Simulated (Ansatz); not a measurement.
**Ta4C3: a strain scan**

This session takes Ta4C3 and sets out to see how energy and stress answer to the strain pattern (1, 1, 0, 0, 0, 0).

Computed with Ansatz 0.2.0 (DFT r2SCAN, scalar-relativistic, plane waves, PAW, unless a step's input says otherwise).

1 further run of the same task is left out (set aside as unsound or not needed). Runs told in other sessions of the task aren't counted.

### Step 1. The structure to begin with

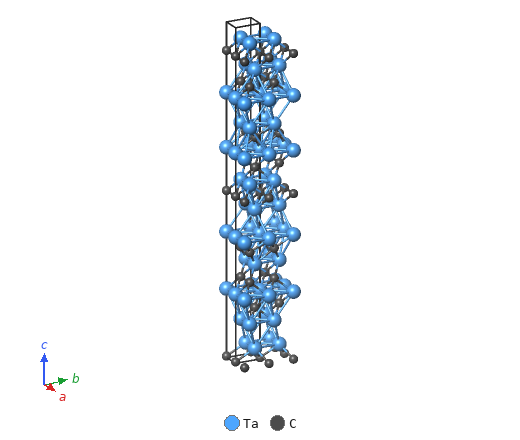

The starting structure, seen slightly off an axis (tantalum blue, carbon dark grey). 2×2×1 cells are drawn. The cell drawn here is the conventional one.

Coordinates:

```cif
data_structure
_symmetry_space_group_name_H-M 'P 1'
_symmetry_Int_Tables_number 1
_cell_length_a 10.3759
_cell_length_b 10.3759
_cell_length_c 10.3759
_cell_angle_alpha 17.282
_cell_angle_beta 17.282
_cell_angle_gamma 17.282
_cell_volume 86.02
loop_
_atom_site_label
_atom_site_type_symbol
_atom_site_fract_x
_atom_site_fract_y
_atom_site_fract_z
_atom_site_occupancy
Ta1 Ta 0.37344 0.37344 0.37344 1
Ta2 Ta 0.62448 0.62448 0.62448 1
Ta3 Ta 0.20977 0.20977 0.20977 1
Ta4 Ta 0.79443 0.79443 0.79443 1
C1 C 0.50237 0.50237 0.50237 1
C2 C 0.99575 0.99575 0.99575 1
C3 C 0.08475 0.08475 0.08475 1
```

It goes back to an entry of the Materials Project, which need not be the stable form.

This cell was relaxed beforehand with the same method: volume 12.29 Å³/atom, gap on the mesh none (metal).

### Step 2. The reference cell

Reference values: F = -40536.8858 eV; pressure 0.00 GPa; largest force 0.010 eV/Å; gap on the mesh none (metal). It was computed beforehand with the settings of the runs below.

### Step 3. Setting up a strain scan

The cell is strained by ε times the Voigt pattern (1, 1, 0, 0, 0, 0) (xx, yy, zz, yz, xz, xy; engineering shear), with fractional coordinates fixed (clamped ions). The stress on the pattern is the sum of the stress components weighted by it, tension positive.

### Step 4. At ε = -0.1000

Input file input.yaml:

```yaml
crystal:
  lattice:
    - [1.4030096255, 0.8100279851, 10.2185930755]
    - [-1.4030096255, 0.8100279851, 10.2185930755]
    - [0.0, -1.6200559698, 10.2185930756]
  atoms:
    - { symbol: Ta, position: [0.3734425207, 0.3734425207, 0.3734425207] }
    - { symbol: Ta, position: [0.624481764, 0.624481764, 0.624481764] }
    - { symbol: Ta, position: [0.2097724882, 0.2097724882, 0.2097724882] }
    - { symbol: Ta, position: [0.7944309363, 0.7944309363, 0.7944309363] }
    - { symbol: C, position: [0.5023710678, 0.5023710678, 0.5023710678] }
    - { symbol: C, position: [0.9957490512, 0.9957490512, 0.9957490512] }
    - { symbol: C, position: [0.0847521818, 0.0847521818, 0.0847521818] }
basis:
  ecutwfc: 500
kpoints:
  mp_grid: { grid: [12, 12, 12] }
hamiltonian:
  xc: r2scan
scf:
  occupations: { method: gaussian, width: 0.15 }
output:
  forces: true
  stress: true
  eigenvalues: true
```

On the command line:

```sh
ansatz run input.yaml --threads 2 --pin off --max-ram 5120MiB --backend cpu --events-out ev --progress --plain --runs-dir out
```

The program printed, shortened:

```text
Warning: RAYON_NUM_THREADS=2 ignored (pool sized by the plan → 2); use --threads N
[...]
Pseudopotentials: kind: paw
Pseudopotential: Ta, paw, valence charge 13, recommended cutoff 500 eV (meta_gga), Ta.paw.azcp
Pseudopotential: C, paw, valence charge 4, recommended cutoff 500 eV (meta_gga), C.paw.azcp
Functional definition: r2SCAN
[...]
Crystal: 7 atoms, lattice volume = 69.679 Å³
Basis set: ecut = 500 eV, 1765 PW (Γ), FFT grids on a1−a3, a2−a3, a3, exchange–correlation on 96×96×320 points (64 copies of the dense FFT grid, shifted against one another)
Bands: 39, of which v1, the nominal top of the filled ones, is band 32 counted from 1 (31 counted from 0)
Symmetry: 6 space group operations
Space group: R3m (ITA 160), of the structure as read, at distance tolerance 4.1e-5 Å
k-points: 189 of 1728 (time reversal used)
[...]
SCF iter   1: F=—  HF=-40531.574743 eV  |F-HF|=—  |Δ(HF+E_count)|=         —  Δρ=2.03e-2  dr2=3.70e0  dr2_τ=9.10e-1  ethr=1.77e-3  ⟨swp⟩=5.9  Hψ=30829  notcnv=0
[...]
SCF iter   8: F=-40531.680495 eV  HF=-40531.680495 eV  |F-HF|=2.67e-8  |Δ(HF+E_count)|=   1.97e-7  Δρ=8.12e-6  dr2=7.23e-8  dr2_τ=1.01e-8  ethr=1.56e-10  ⟨swp⟩=10.9  Hψ=37513  notcnv=0
[...]
SCF converged after 8 iterations
Free energy (F): -40531.680495 eV
[...]
E sigma→0 (E₀):  -40531.664676 eV
Entropy (-TS):   -0.031638 eV (-4.520 meV/atom)
Fermi energy:    23.870995 eV
[...]
--- Forces (eV/Å), atoms counted from 1 ---
  atom   1  Ta     0.00000000     0.00000000     0.36263825
  atom   2  Ta     0.00000000    -0.00000000    -3.40946500
  atom   3  Ta     0.00000000     0.00000000     2.20184592
  atom   4  Ta    -0.00000000    -0.00000000    -0.64751668
  atom   5  C      0.00000000     0.00000000     0.38128417
  atom   6  C      0.00000000     0.00000000     1.60711693
  atom   7  C     -0.00000000    -0.00000000    -0.49585335
[...]
--- Stress (GPa, compression-positive) ---
      120.296601       0.000000       0.000000
        0.000000     120.296601      -0.000000
        0.000000      -0.000000      60.786586
  P = ⅓ Tr σ = 100.4599 GPa (1004.599 kbar)
--- Band table (eV; the first three rows and the last of 189) ---
[...]
```

It took 41 s on 2 threads of Intel Xeon Platinum 8259CL at 2.50GHz (Skylake/Cascade Lake), shared host; peak memory 0.87 GiB.

### Step 5. At ε = 0.0750

input.yaml, as its differences from that of step 4:

```diff
@@ -2,5 +2,5 @@
   lattice:
-    - [1.4030096255, 0.8100279851, 10.2185930755]
-    - [-1.4030096255, 0.8100279851, 10.2185930755]
-    - [0.0, -1.6200559698, 10.2185930756]
+    - [1.6758170527, 0.9675334267, 10.2185930755]
+    - [-1.6758170527, 0.9675334267, 10.2185930755]
+    - [0.0, -1.9350668528, 10.2185930756]
   atoms:
```

On the command line:

```sh
ansatz run input.yaml --threads 2 --pin off --max-ram 5120MiB --backend cpu --events-out ev --progress --plain --runs-dir out
```

The program printed, shortened:

```text
Warning: RAYON_NUM_THREADS=2 ignored (pool sized by the plan → 2); use --threads N
[...]
Pseudopotentials: kind: paw
Pseudopotential: Ta, paw, valence charge 13, recommended cutoff 500 eV (meta_gga), Ta.paw.azcp
Pseudopotential: C, paw, valence charge 4, recommended cutoff 500 eV (meta_gga), C.paw.azcp
Functional definition: r2SCAN
[...]
Crystal: 7 atoms, lattice volume = 99.411 Å³
Basis set: ecut = 500 eV, 2473 PW (Γ), FFT grids on a1−a3, a2−a3, a3, exchange–correlation on 100×100×320 points (64 copies of the dense FFT grid, shifted against one another)
Bands: 39, of which v1, the nominal top of the filled ones, is band 32 counted from 1 (31 counted from 0)
Symmetry: 6 space group operations
Space group: R3m (ITA 160), of the structure as read, at distance tolerance 4.6e-5 Å
k-points: 189 of 1728 (time reversal used)
[...]
SCF converged after 9 iterations
Free energy (F): -40534.988685 eV
[...]
E sigma→0 (E₀):  -40534.975728 eV
Entropy (-TS):   -0.025913 eV (-3.702 meV/atom)
Fermi energy:    16.211238 eV
[...]
--- Forces (eV/Å), atoms counted from 1 ---
  atom   1  Ta     0.00000000     0.00000000     0.10012848
  atom   2  Ta    -0.00000000     0.00000000     1.16126630
  atom   3  Ta     0.00000000    -0.00000000    -0.97813830
  atom   4  Ta     0.00000000     0.00000000     0.16257684
  atom   5  C      0.00000000     0.00000000     0.06281258
  atom   6  C      0.00000000    -0.00000000    -0.58757367
  atom   7  C      0.00000000     0.00000000     0.07892666
[...]
--- Stress (GPa, compression-positive) ---
      -39.604362       0.000000       0.000000
        0.000000     -39.604362       0.000000
        0.000000       0.000000     -19.504349
  P = ⅓ Tr σ = -32.9044 GPa (-329.044 kbar)
--- Band table (eV; the first three rows and the last of 189) ---
[...]
```

Wall time 58 s (2 threads of Intel Xeon Platinum 8259CL at 2.50GHz (Skylake/Cascade Lake), shared host); peak memory 1 GiB.

### Step 6. Point ε = -0.0500

input.yaml, as its differences from that of step 5:

```diff
@@ -2,5 +2,5 @@
   lattice:
-    - [1.6758170527, 0.9675334267, 10.2185930755]
-    - [-1.6758170527, 0.9675334267, 10.2185930755]
-    - [0.0, -1.9350668528, 10.2185930756]
+    - [1.4809546047, 0.8550295399, 10.2185930755]
+    - [-1.4809546047, 0.8550295399, 10.2185930755]
+    - [0.0, -1.7100590792, 10.2185930756]
   atoms:
```

On the command line:

```sh
ansatz run input.yaml --threads 2 --pin off --max-ram 5120MiB --backend cpu --events-out ev --progress --plain --runs-dir out
```

The program printed, shortened:

```text
Warning: RAYON_NUM_THREADS=2 ignored (pool sized by the plan → 2); use --threads N
[...]
Pseudopotentials: kind: paw
Pseudopotential: Ta, paw, valence charge 13, recommended cutoff 500 eV (meta_gga), Ta.paw.azcp
Pseudopotential: C, paw, valence charge 4, recommended cutoff 500 eV (meta_gga), C.paw.azcp
Functional definition: r2SCAN
[...]
Crystal: 7 atoms, lattice volume = 77.636 Å³
Basis set: ecut = 500 eV, 2017 PW (Γ), FFT grids on a1−a3, a2−a3, a3, exchange–correlation on 96×96×320 points (64 copies of the dense FFT grid, shifted against one another)
Bands: 39, of which v1, the nominal top of the filled ones, is band 32 counted from 1 (31 counted from 0)
Symmetry: 6 space group operations
Space group: R3m (ITA 160), of the structure as read, at distance tolerance 4.3e-5 Å
k-points: 189 of 1728 (time reversal used)
[...]
SCF converged after 9 iterations
Free energy (F): -40535.731073 eV
[...]
E sigma→0 (E₀):  -40535.721609 eV
Entropy (-TS):   -0.018927 eV (-2.704 meV/atom)
Fermi energy:    21.314371 eV
[...]
--- Forces (eV/Å), atoms counted from 1 ---
  atom   1  Ta     0.00000000     0.00000000     0.07959585
  atom   2  Ta     0.00000000    -0.00000000    -1.35471905
  atom   3  Ta    -0.00000000     0.00000000     0.88229520
  atom   4  Ta     0.00000000    -0.00000000    -0.23878674
  atom   5  C      0.00000000     0.00000000     0.13952732
  atom   6  C     -0.00000000     0.00000000     0.65619248
  atom   7  C      0.00000000    -0.00000000    -0.16409441
[...]
--- Stress (GPa, compression-positive) ---
       48.000543      -0.000000      -0.000000
       -0.000000      48.000543      -0.000000
       -0.000000      -0.000000      22.938004
  P = ⅓ Tr σ = 39.6464 GPa (396.464 kbar)
--- Band table (eV; the first three rows and the last of 189) ---
[...]
```

It took 45 s on 2 threads of Intel Xeon Platinum 8259CL at 2.50GHz (Skylake/Cascade Lake), shared host; peak memory 0.92 GiB.

### Step 7. At ε = 0.0250

input.yaml, as its differences from that of step 6:

```diff
@@ -2,5 +2,5 @@
   lattice:
-    - [1.4809546047, 0.8550295399, 10.2185930755]
-    - [-1.4809546047, 0.8550295399, 10.2185930755]
-    - [0.0, -1.7100590792, 10.2185930756]
+    - [1.5978720735, 0.922531872, 10.2185930755]
+    - [-1.5978720735, 0.922531872, 10.2185930755]
+    - [0.0, -1.8450637433, 10.2185930756]
   atoms:
```

On the command line:

```sh
ansatz run input.yaml --threads 2 --pin off --max-ram 5120MiB --backend cpu --events-out ev --progress --plain --runs-dir out
```

The program printed, shortened:

```text
[...]
SCF converged after 9 iterations
Free energy (F): -40536.646497 eV
[...]
E sigma→0 (E₀):  -40536.638600 eV
Entropy (-TS):   -0.015795 eV (-2.256 meV/atom)
Fermi energy:    18.051164 eV
[...]
--- Forces (eV/Å), atoms counted from 1 ---
  atom   1  Ta     0.00000000     0.00000000     0.00396766
  atom   2  Ta    -0.00000000     0.00000000     0.48022953
  atom   3  Ta     0.00000000    -0.00000000    -0.35032558
  atom   4  Ta     0.00000000     0.00000000     0.08728379
  atom   5  C     -0.00000000    -0.00000000    -0.02070059
  atom   6  C      0.00000000    -0.00000000    -0.24015755
  atom   7  C     -0.00000000     0.00000000     0.03970943
[...]
--- Stress (GPa, compression-positive) ---
      -16.853559       0.000000       0.000000
        0.000000     -16.853559       0.000000
        0.000000       0.000000      -7.821156
  P = ⅓ Tr σ = -13.8428 GPa (-138.428 kbar)
--- Band table (eV; the first three rows and the last of 189) ---
[...]
```

Run time: 57 s. Hardware: 2 threads of Intel Xeon Platinum 8259CL at 2.50GHz (Skylake/Cascade Lake), shared host; peak memory 0.98 GiB.

### Step 8. ε = 0.1000

input.yaml, as its differences from that of step 7:

```diff
@@ -2,5 +2,5 @@
   lattice:
-    - [1.5978720735, 0.922531872, 10.2185930755]
-    - [-1.5978720735, 0.922531872, 10.2185930755]
-    - [0.0, -1.8450637433, 10.2185930756]
+    - [1.7147895423, 0.9900342041, 10.2185930755]
+    - [-1.7147895423, 0.9900342041, 10.2185930755]
+    - [0.0, -1.9800684075, 10.2185930756]
   atoms:
```

On the command line:

```sh
ansatz run input.yaml --threads 2 --pin off --max-ram 5120MiB --backend cpu --events-out ev --progress --plain --runs-dir out
```

The program printed, shortened:

```text
[...]
SCF converged after 9 iterations
Free energy (F): -40533.720676 eV
[...]
E sigma→0 (E₀):  -40533.706939 eV
Entropy (-TS):   -0.027474 eV (-3.925 meV/atom)
Fermi energy:    15.404397 eV
[...]
--- Forces (eV/Å), atoms counted from 1 ---
  atom   1  Ta     0.00000000     0.00000000     0.18037900
  atom   2  Ta    -0.00000000     0.00000000     1.37415188
  atom   3  Ta    -0.00000000    -0.00000000    -1.25411177
  atom   4  Ta     0.00000000     0.00000000     0.16845695
  atom   5  C      0.00000000     0.00000000     0.15218301
  atom   6  C      0.00000000    -0.00000000    -0.70110650
  atom   7  C      0.00000000     0.00000000     0.08003482
[...]
--- Stress (GPa, compression-positive) ---
      -46.884094      -0.000000      -0.000000
       -0.000000     -46.884094       0.000000
       -0.000000       0.000000     -23.710314
  P = ⅓ Tr σ = -39.1595 GPa (-391.595 kbar)
--- Band table (eV; the first three rows and the last of 189) ---
[...]
```

Wall time 61 s (2 threads of Intel Xeon Platinum 8259CL at 2.50GHz (Skylake/Cascade Lake), shared host); peak memory 1.1 GiB.

### Step 9. All points together

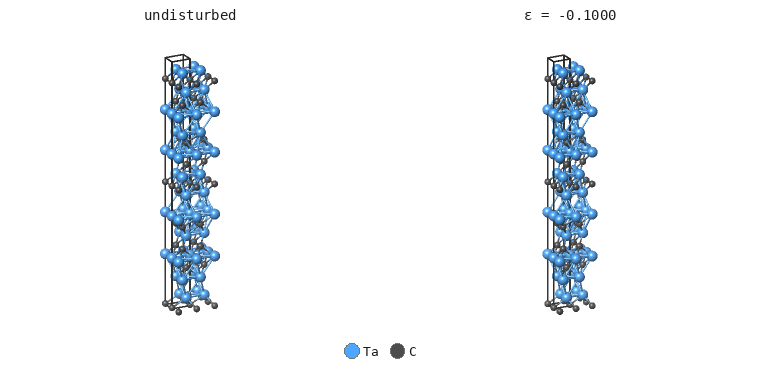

The undisturbed cell and the costliest point of the scan, at one scale, with neighbouring cells.

Collected from the runs (energy zero: the undisturbed cell):

| ε | ΔE (meV/atom) | stress on the pattern (GPa) | pressure (GPa) |
| --- | --- | --- | --- |
| -0.1000 | 743.6 | -240.59 | 100.5 |
| -0.0500 | 165.0 | -96.00 | 39.6 |
| 0.0000 | 0.0 | -0.02 | 0.0 |
| 0.0250 | 34.2 | 33.71 | -13.8 |
| 0.0750 | 271.0 | 79.21 | -32.9 |
| 0.1000 | 452.2 | 93.77 | -39.2 |

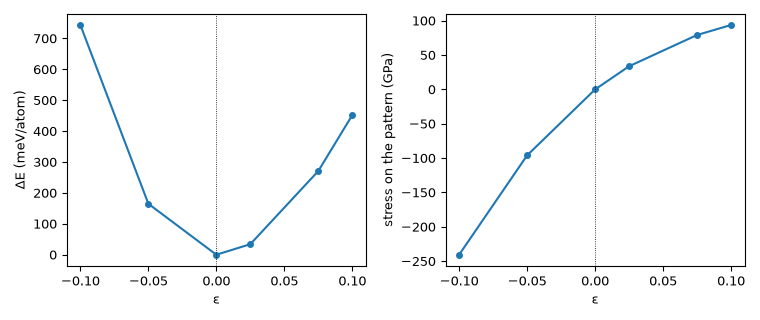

ΔE and stress on the pattern along the scan.

### Step 10. Outcome

```
                                                              quantity     value
slope of the stress at ε = 0, from the points at -0.0500, 0 and 0.0250  1539 GPa
```

In words: The slope of the stress at zero strain, 1539 GPa, estimates C11 + C22 + 2 C12 with clamped ions in this Cartesian frame; letting the atoms relax could not make it stiffer. The step is wide, so higher orders mix in. The undisturbed cell stays the lowest of the sampled points. Compression costs more than tension: 743.6 against 452.2 meV/atom at the ends. Spin-orbit coupling is left out for Ta.
